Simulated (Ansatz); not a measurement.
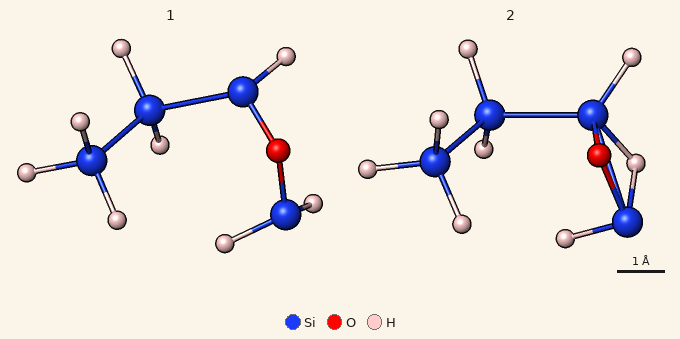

Two geometries of Si₄H₈O (coarse preliminary run), drawn at one scale. One is the start of a relaxation, the other its converged end. Style: ball-and-stick. Shown at a tilt.

These are results of RKS PBE-D4/def2-SVP (Ansatz 0.2.0), not measurements. Set-up: force threshold 0.03 eV/Å; at most 200 steps.

Which one is relaxed?

Answer. Structure 2 is the relaxed one. The start comes from a force field. After 15 geometry steps the energy has fallen by 227.0 kJ/mol. Largest force component: 6 eV/Å at the start, 0.018 eV/Å at the end. The atom that moves furthest after the best rigid fit is an H atom (0.97 Å). By element the largest moves are H 0.97 Å, Si 0.83 Å, O 0.59 Å. Among the contacts that change: H–Si 3.309 → 1.621 Å, H–Si 1.449 → 1.906 Å, Si–Si 2.827 → 2.487 Å, O–Si 1.604 → 1.781 Å. New bonds form: H–Si (3.31 → 1.62 Å). Bond angles that change, for instance: Si–O–Si 128.9° → 91.6°, O–Si–H 110.3° → 96.9°, Si–Si–H 108.4° → 121.4°.
